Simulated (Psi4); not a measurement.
**C2H2ClSi− (SMILES C#C[SiH-]Cl): HF/def2-SVPD**

What is the vertical singlet–triplet gap of C2H2ClSi− at HF/def2-SVPD? The job is set up through a Python script.

Program for the calculation: Psi4 1.11.

1 further run of the same task is left out (set aside as unsound or not needed).

## Step 1: The molecule

C2H2ClSi− has 6 atoms, charge -1, and is taken as a singlet. SMILES: `C#C[SiH-]Cl`. The shape is that of a GFN2-xTB optimisation.

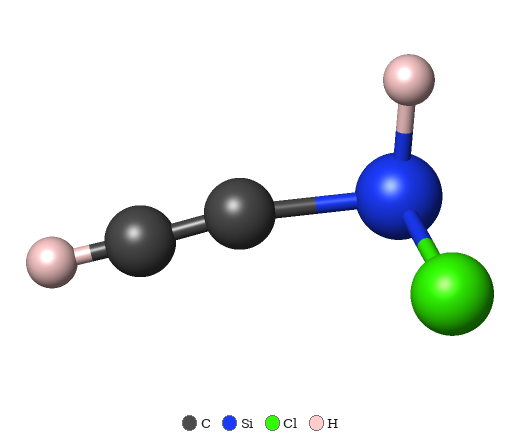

Viewed from a chosen angle; carbon dark grey, silicon blue, chlorine green, hydrogen pink.

## Step 2: A single-point energy at HF/def2-SVPD

run.py

```python
import psi4

psi4.set_memory('1600 MB')
psi4.set_num_threads(1)
psi4.core.set_output_file('psi4.out', False)

molecule = psi4.geometry("""
-1 1
C      0.758700     0.541450    -1.456510
C      0.250300     0.345680    -0.379210
Si    -0.094570     0.107390     1.437140
Cl    -0.513450    -2.167770     1.399230
H      1.141620     0.692060    -2.430770
H     -1.542600     0.481190     1.430120
symmetry c1
no_reorient
no_com
""")

psi4.set_options(dict(basis='def2-SVPD', reference='rhf', puream=True, e_convergence=1e-09, d_convergence=1e-08, scf_type='pk'))

energy_value, wavefunction = psi4.energy("hf", return_wfn=True)
psi4.oeprop(wavefunction, "LOWDIN_CHARGES", "QUADRUPOLE", "MULLIKEN_CHARGES")
print(f'hf energy: {energy_value:.10f} Eh')
```

Started as:

```bash
$ python run.py
```

psi4.out:

```text
[...]
  Running in c1 symmetry.
[...]
  Nuclear repulsion =  157.032059041988504
[...]
  Multiplicity = 1
[...]
  Nalpha       = 23
  Nbeta        = 23
[...]
    Number of basis functions: 107
[...]
   @RHF iter   1:  -824.94453621596995   -1.09785e+00   3.22499e-03 DIIS/ADIIS
[...]
   @RHF iter  13:  -825.04061165526718   -2.61480e-11   8.26352e-09 DIIS
[...]
    Orbital Energies [Eh]
    ---------------------
    Doubly Occupied:
       1A   -104.580437     2A    -68.579706     3A    -11.072996
       4A    -11.063656     5A    -10.339827     6A     -7.814151
       7A     -7.812619     8A     -7.812519     9A     -5.943485
      10A     -4.052133    11A     -4.051349    12A     -4.049938
      13A     -0.860500    14A     -0.846968    15A     -0.590628
      16A     -0.515255    17A     -0.344293    18A     -0.301507
      19A     -0.272230    20A     -0.249372    21A     -0.242023
      22A     -0.233146    23A     -0.106408
[...]
  @RHF Final Energy:  -825.04061165526718
   => Energetics <=
    Nuclear Repulsion Energy =            157.0320590419885036
    One-Electron Energy =               -1460.6750512093110501
    Two-Electron Energy =                 478.6023805120553334
    Total Energy =                       -825.0406116552671847
[...]
 Multipole Moments:
 ------------------------------------------------------------------------------------
     Multipole            Electronic (a.u.)      Nuclear  (a.u.)        Total (a.u.)
 ------------------------------------------------------------------------------------
 L = 1.  Multiply by 2.5417464519 to convert [e a0] to [Debye]
 Dipole X            :          8.5886508           -8.3140580            0.2745929
 Dipole Y            :         55.9006186          -54.5235120            1.3771065
 Dipole Z            :        -62.6300946           60.2669566           -2.3631379
 Magnitude           :                                                    2.7488624
 L = 2.  Multiply by 1.3450342976 to convert [e a0^2] to [Debye ang]
 Quadrupole XX       :        -77.9448765           43.2795195          -34.6653570
 Quadrupole XY       :        -80.1570987           77.8893526           -2.2677461
[...]
  Mulliken Charges: (a.u.)
   Center  Symbol    Alpha    Beta     Spin     Total
       1     C     3.33463  3.33463  0.00000 -0.66926
       2     C     2.81819  2.81819  0.00000  0.36362
       3    SI     6.83138  6.83138  0.00000  0.33723
       4    CL     8.87419  8.87419  0.00000 -0.74838
       5     H     0.53004  0.53004  0.00000 -0.06009
       6     H     0.61156  0.61156  0.00000 -0.22312
   Total alpha = 23.00000, Total beta = 23.00000, Total charge = -1.00000
  Lowdin Charges: (a.u.)
   Center  Symbol    Alpha    Beta     Spin     Total
[...]
```

Standard output:

```text
hf energy: -825.0406116553 Eh
```

It took 3.6 s on 1 thread of Intel Xeon 6975P-C (Granite Rapids), shared host; peak memory 0.43 GiB.

## Step 3: The triplet: energy and gradient at UHF/def2-SVPD

job.py

```python
import psi4

psi4.set_memory('1600 MB')
psi4.set_num_threads(1)
psi4.set_output_file('psi4.out', False)

molecule = psi4.geometry("""
-1 3
C      0.758700     0.541450    -1.456510
C      0.250300     0.345680    -0.379210
Si    -0.094570     0.107390     1.437140
Cl    -0.513450    -2.167770     1.399230
H      1.141620     0.692060    -2.430770
H     -1.542600     0.481190     1.430120
symmetry c1
no_reorient
no_com
""")

psi4.set_options({
    'reference': 'uhf',
    'puream': True,
    'e_convergence': 1e-09,
    'd_convergence': 1e-08,
    'scf_type': 'pk',
    'maxiter': 200,
})

result, w = psi4.gradient("hf/def2-SVPD", molecule=molecule, return_wfn=True)
psi4.oeprop(w, "MULLIKEN_CHARGES", "LOWDIN_CHARGES", "QUADRUPOLE", title="HF")
print('gradient / Eh bohr^-1')
print(result.np.round(6))
print(f'energy = {w.energy():.10f} Eh')
```

Started as:

```bash
$ python job.py
```

psi4.out, shortened:

```text
[...]
  Running in c1 symmetry.
[...]
  Nuclear repulsion =  157.032059041988504
[...]
  Multiplicity = 3
[...]
  Nalpha       = 24
  Nbeta        = 22
[...]
    Number of basis functions: 107
[...]
   @UHF iter   1:  -824.74938406272270   -9.02698e-01   4.44113e-03 ADIIS/DIIS
[...]
   @UHF iter  24:  -824.95345060812554   -7.04858e-12   9.05413e-09 DIIS
[...]
   @S^2 Observed:                2.108923676E+00
[...]
  @UHF Final Energy:  -824.95345060812554
   => Energetics <=
    Nuclear Repulsion Energy =            157.0320590419885036
    One-Electron Energy =               -1460.2861736454387938
    Two-Electron Energy =                 478.3006639953246690
    Total Energy =                       -824.9534506081256495
  UHF NO Occupations:
  HONO-2 :   22  A 1.9723631
  HONO-1 :   23  A 1.0000000
[...]
  -Total Gradient:
     Atom            X                  Y                   Z
    ------   -----------------  -----------------  -----------------
       1       -0.001222662760    -0.000494261405     0.019987282063
       2       -0.015603625539    -0.000289691666    -0.033912796502
       3        0.018141182495    -0.029520956807     0.031245536479
       4        0.004228147410     0.030242993131    -0.003814573422
       5       -0.001800589871    -0.001132813764     0.004543925507
       6       -0.003742451737     0.001194730501    -0.018049374078
[...]
 Multipole Moments:
 ------------------------------------------------------------------------------------
     Multipole            Electronic (a.u.)      Nuclear  (a.u.)        Total (a.u.)
 ------------------------------------------------------------------------------------
 L = 1.  Multiply by 2.5417464519 to convert [e a0] to [Debye]
 Dipole X            :          8.8535756           -8.3140580            0.5395177
 Dipole Y            :         55.7335327          -54.5235120            1.2100207
 Dipole Z            :        -62.1896589           60.2669566           -1.9227023
 Magnitude           :                                                    2.3349547
 L = 2.  Multiply by 1.3450342976 to convert [e a0^2] to [Debye ang]
 Quadrupole XX       :        -76.8777849           43.2795195          -33.5982654
 Quadrupole XY       :        -80.3553506           77.8893526           -2.4659980
[...]
  Mulliken Charges: (a.u.)
   Center  Symbol    Alpha    Beta     Spin     Total
[...]
```

Standard output:

```text
gradient / Eh bohr^-1
[[-0.001223 -0.000494  0.019987]
 [-0.015604 -0.00029  -0.033913]
 [ 0.018141 -0.029521  0.031246]
 [ 0.004228  0.030243 -0.003815]
 [-0.001801 -0.001133  0.004544]
 [-0.003742  0.001195 -0.018049]]
energy = -824.9534506081 Eh
```

Run time: 8.4 s. Hardware: 1 thread of Intel Xeon 6975P-C (Granite Rapids), shared host; peak memory 0.43 GiB.

## Step 4: Summary of results

At HF/def2-SVPD:

```
                                                      quantity          value
                                         singlet: total energy  -825.04061 Eh
                                          singlet: HOMO energy       -2.90 eV
                                          singlet: LUMO energy        5.92 eV
singlet: HOMO–LUMO gap (to an unbound level, set by the basis)        8.81 eV
                                         triplet: total energy  -824.95345 Eh
                   triplet: HOMO energy (highest over α and β)       -0.11 eV
                    triplet: LUMO energy (lowest over α and β)        5.00 eV
                                                 triplet: ⟨S²⟩          2.109
                             triplet: largest force on an atom     2.399 eV/Å
              vertical energy of the triplet above the singlet       2.372 eV
```

At this shape the triplet lies 2.37 eV (229 kJ/mol) above the singlet. Mulliken charges (singlet) run from -0.75 on Cl4 to +0.36 on C2; in a basis this large or diffuse they mean little. ⟨S²⟩ (triplet) is 2.11 where a pure triplet has 2.00: the reference is spin-contaminated. Mulliken charges (triplet) run from -0.85 on Cl4 to +0.39 on C2; in a basis this large or diffuse they mean little.
